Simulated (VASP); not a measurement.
Band structure of PdTe (relaxed from the NiAs type structure, space group P6_3/mmc). These are PBEsol GGA, VASP's PBE PAW potentials (set 64) (plane waves; VASP 6.6.1) values and carry that method's errors.

Unless said otherwise, spin-orbit coupling is left out, though it shifts the bands of the heavy elements here.

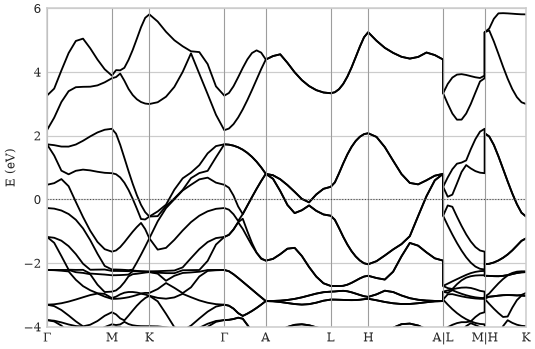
Fig. 1. Bands along high-symmetry lines, zero at the valence-band maximum or, without a gap, the Fermi level

Problem. Read the plot: is there a gap, and where are the band edges?

Solution. It has no gap at this level: it comes out as a metal or semimetal. (Edges off the drawn lines would not show.)

The structure was generated: PdTe was put into the NiAs type type (P6_3/mmc), which need not be its known phase. It was relaxed first, which changed the volume by -19 %.
